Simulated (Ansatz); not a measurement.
Zr2N: geometry relaxation (part 1 of 3)

The run: geometry relaxation of Zr2N (interface cell, 12 atoms in the cell). Method and program: DFT PBEsol, scalar-relativistic, plane waves, PAW, no spin polarisation (Ansatz 0.2.0).

The structure derives from an entry of the Crystallography Open Database. It belongs to a series of runs on one base structure; here: film shifted by (0.5, 0.5) in the plane. Figures and captions count atoms from 1; the log counts them from 0 in places.

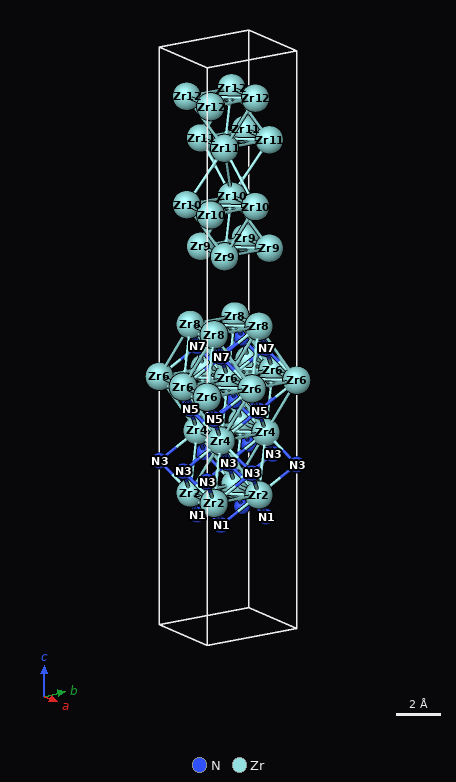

The structure as given in the input (ball-and-stick view of the 2 × 2 repeat of the cell, with the vacuum cut short, seen slightly off an axis; atoms are numbered from 1 in the order of the input). An atom can appear more than once, as a periodic image.

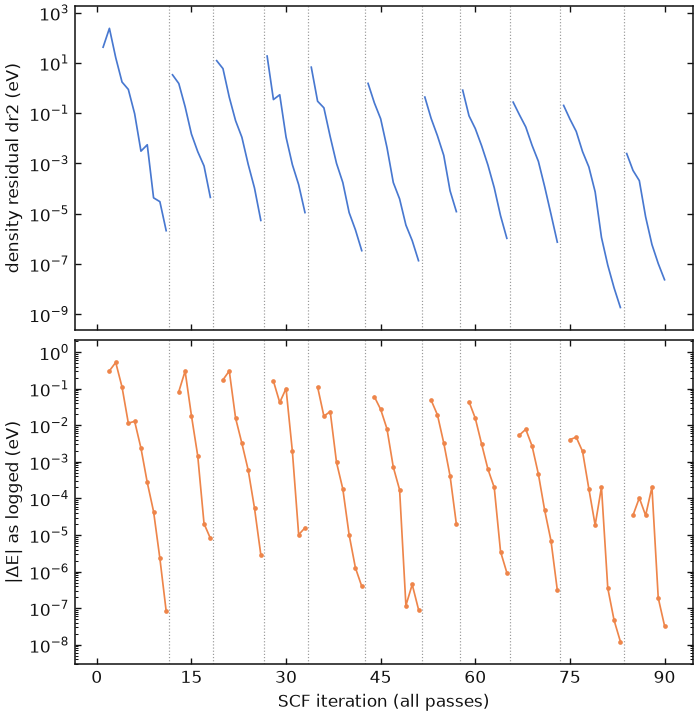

Convergence of the self-consistent field: density residual dr2 and size of the energy change against the SCF iteration. The dotted lines part the SCF passes of the relaxation: geometry steps, rejected trials and re-solves on a re-selected basis. The 11 passes take 6 to 11 iterations each, 90 in all.

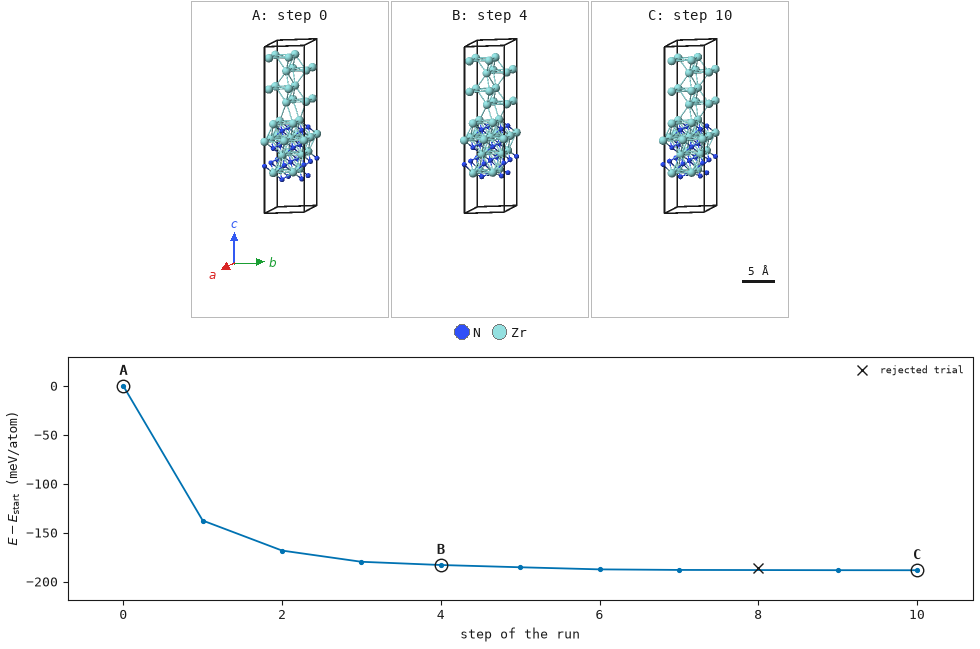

Frames of the relaxation (ball-and-stick view of the 2 × 2 repeat of the cell, with the vacuum cut short, seen slightly off an axis) above the curves, on which the letters mark them (the first geometry is step 0 here and step 1 in the log).

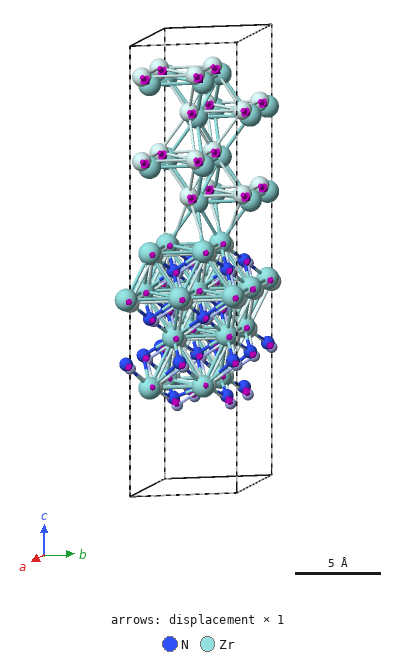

Start (faint) and end (solid) with the displacements as pink arrows, at true length (ball-and-stick view of the 2 × 2 repeat of the cell, with the vacuum cut short, seen slightly off an axis). Zr12 moves most: 0.80 Å. By element the largest moves are Zr 0.80 Å, N 0.59 Å. The cell stays as it was. Among the contacts that change: Zr8–Zr9 4.251 → 3.231 Å, N1–Zr2 2.276 → 2.016 Å, Zr2–N3 2.276 → 2.479 Å, Zr2–Zr4 3.219 → 3.396 Å. Among the angles that change: Zr2–N1–Zr2 90.0° → 106.0°, Zr2–N3–Zr2 90.0° → 80.9°, Zr2–N3–Zr4 180.0° → 171.4°. The energy falls by 188 meV per atom in 10 geometry steps. The largest force component goes from 6.3 to 0.0039 eV/Å. The line search rejected the trial step at point 8 (counted from 0) and went back. (Atoms are counted from 1 in the order of the input.)

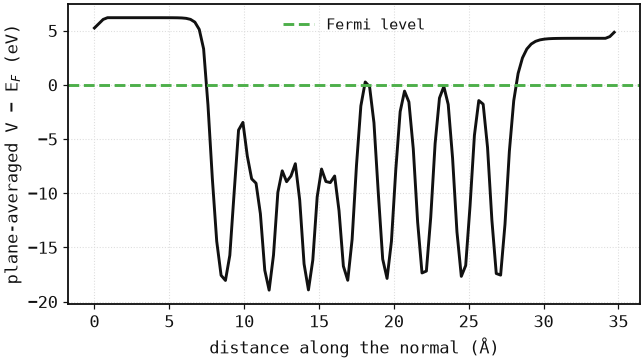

Plane average of the electrostatic potential energy of an electron across the cell, from the Fermi level. The vacuum level lies 4.29 eV above the Fermi level on the upper side and 6.19 eV on the lower.

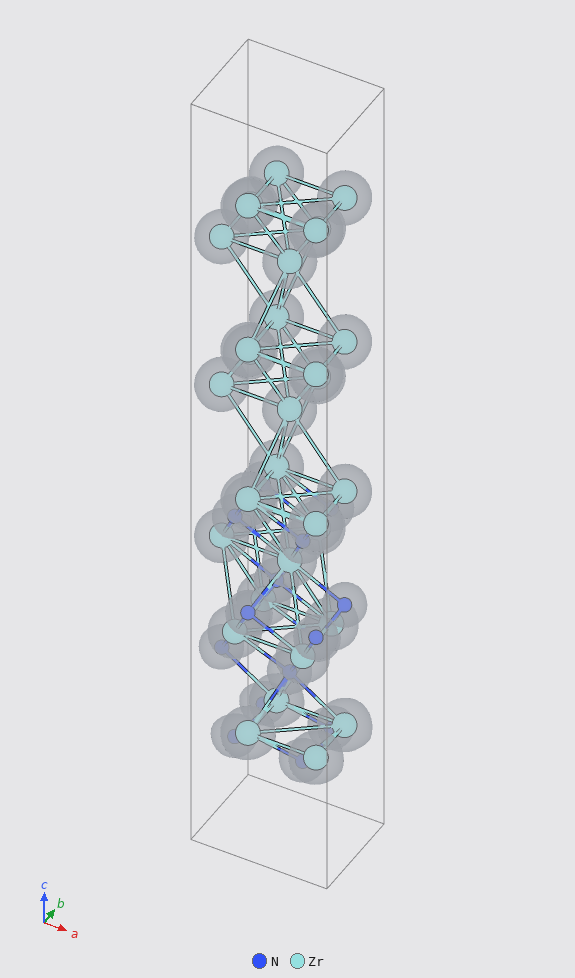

Isosurface of the valence electron density at 1 e/Å³ (grey), seen at an oblique angle. Sticks mark near contacts. At this value the density breaks into separate islands; it holds about 60 % of the electrons treated as valence (semicore included). It is pinched off along the Zr–N (2.02 Å), Zr–Zr (3.02 Å), Zr–N (2.21 Å) and Zr–N (2.27 Å) contacts. On the grid the lowest density along these lines, outside the cores, is 0.86 e/Å³ (Zr–N, 2.02 Å), 0.22 e/Å³ (Zr–Zr, 3.02 Å), 0.55 e/Å³ (Zr–N, 2.21 Å) and 0.47 e/Å³ (Zr–N, 2.27 Å). In a PAW calculation such maps are meaningful between the atoms, not at the nuclei.

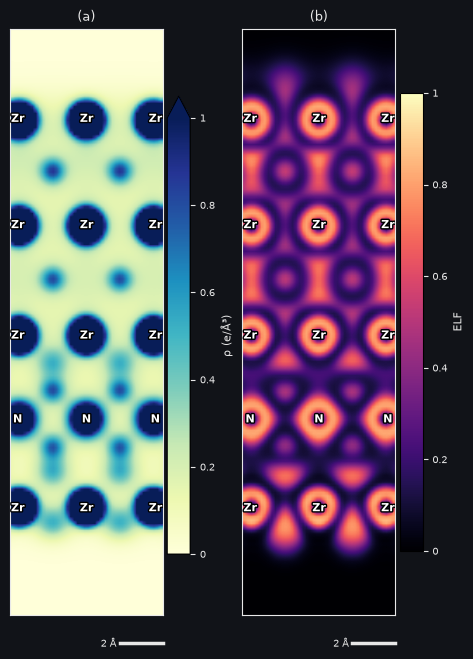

(a) valence pseudo-density; (b) electron localisation function on the (11̄0) plane of the calculation cell, a cut from vacuum to vacuum. Atoms in the plane: Zr and N. Zr–Zr (3.22 Å): the density is about 0.27 e/Å³ at the midpoint; the ELF is about 0.35 at the midpoint; no localised pair between them. The density dies away to nearly zero in the vacuum. The strong features right at Zr lie inside the PAW spheres (semicore, d or f shells) and say nothing about bonding.

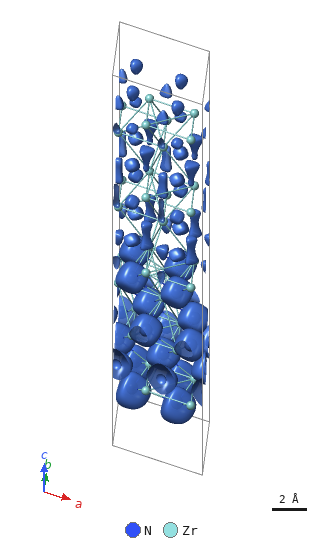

Isosurface of the ELF at 0.6 (blue), seen at an oblique angle. Only the valence region is drawn (cores and ρ < 0.01 e/Å³ removed). Sticks mark near contacts. Profiles from the grid: Zr–N (2.02 Å): the ELF peaks at about 0.80 in the valence shell of N, 0.6 Å from its nucleus, and drops to about 0.30 between the two atoms; no shared pair; the contact is polar. Zr–Zr (3.02 Å): the ELF is about 0.20 at the midpoint; no localised pair between them.

The input and output of the run follow.

**Input file**
```yaml
crystal:
  lattice:
    - [3.2188796041, 0.0, 0.0]
    - [-1.6094398021, 2.7876315089, 0.0]
    - [0.0, 0.0, 35.0138262222]
  atoms:
    - { symbol: "N", position: [0.3333333333, 0.6666666667, 0.2142010974] }
    - { symbol: Zr, position: [0.6666666667, 0.3333333333, 0.2517320455] }
    - { symbol: "N", position: [0.0, 0.0, 0.2892629936] }
    - { symbol: Zr, position: [0.3333333333, 0.6666666667, 0.3267939417] }
    - { symbol: "N", position: [0.6666666667, 0.3333333333, 0.3643248899] }
    - { symbol: Zr, position: [0.0, 0.0, 0.401855838] }
    - { symbol: "N", position: [0.3333333333, 0.6666666667, 0.4393867861] }
    - { symbol: Zr, position: [0.6666666667, 0.3333333333, 0.4769177342] }
    - { symbol: Zr, position: [0.1666666667, 0.8333333333, 0.5685958039] }
    - { symbol: Zr, position: [0.8333333333, 0.1666666667, 0.6409968368] }
    - { symbol: Zr, position: [0.1666666667, 0.8333333333, 0.7133978697] }
    - { symbol: Zr, position: [0.8333333333, 0.1666666667, 0.7857989026] }
basis:
  ecutwfc: 420
kpoints:
  mp_grid: { grid: [12, 12, 1] }
hamiltonian:
  xc: pbesol
scf:
  occupations: { method: gaussian, width: 0.1 }
output:
  forces: true
  eigenvalues: true
  populations: true
  write_density: true
  write_potential: true
  elf: true
  volumetric_format: npy
relax:
  adjacent_minimum: "off"
  f_tol: 0.03
  max_steps: 70
efield:
  axis: 3
  dipole_correction: true
  ramp_width: 0.04
```

Launched with:
```bash
ansatz run input.yaml --threads 4 --pin off --max-ram 10240MiB --backend cpu --events-out ev --progress --plain --runs-dir out
```

**Output**
```
Engine: ansatz 0.2.0, x86_64-unknown-linux-gnu
Pseudopotentials: kind: paw
Pseudopotential: N, paw, valence charge 5, recommended cutoff 420 eV (normal), N.paw.azcp
Pseudopotential: Zr, paw, valence charge 12, recommended cutoff 420 eV (normal), Zr.paw.azcp
Functional definition: PBEsol
  exchange = pbesol_x
  correlation = pbesol_c
Crystal: 12 atoms, lattice volume = 314.181 Å³
Basis set: ecut = 420 eV, 6261 PW (Γ), exchange–correlation on 48×48×480 points (8 copies of the dense FFT grid, shifted against one another)
Bands: 70, of which v1, the nominal top of the filled ones, is band 58 counted from 1 (57 counted from 0)
Symmetry: 2 space group operations
Space group: Cm (ITA 8), of the structure as read, at distance tolerance 6.8e-5 Å
k-points: 43 of 144 (time reversal used)
Non-local potential: N, projectors of the file, l = 0: 2, l = 1: 2, l = 2: 1
Non-local potential: Zr, projectors of the file, l = 0: 3, l = 1: 2, l = 2: 2, l = 3: 2
PAW form: soft (Blöchl's): semilocal exchange-correlation on the pseudo side does not see the compensation charge
PAW frozen core: N, regenerated for the run's functional, and the local potential with it (the file was generated under x = pbe(κ = 0.804, μ = 0.2195149727645171), c = pbe(β = 0.06672455060314922))
PAW frozen core: Zr, regenerated for the run's functional, and the local potential with it (the file was generated under x = pbe(κ = 0.804, μ = 0.2195149727645171), c = pbe(β = 0.06672455060314922))
PAW one-centre angular grid: N, 110 points (default); XC on 64 Gauss nodes
PAW one-centre angular grid: Zr, 590 points (default); XC on 64 Gauss nodes
Initial density: superposition of atomic densities (neutral atoms: chi_scale 0, normalization atom), corrected by the library's trained network
Initial wavefunctions: pseudopotential atomic-orbital guess
Functional: x = pbesol(κ = 0.804, μ = 0.12345679012345678), c = pbesol(β = 0.046)
```
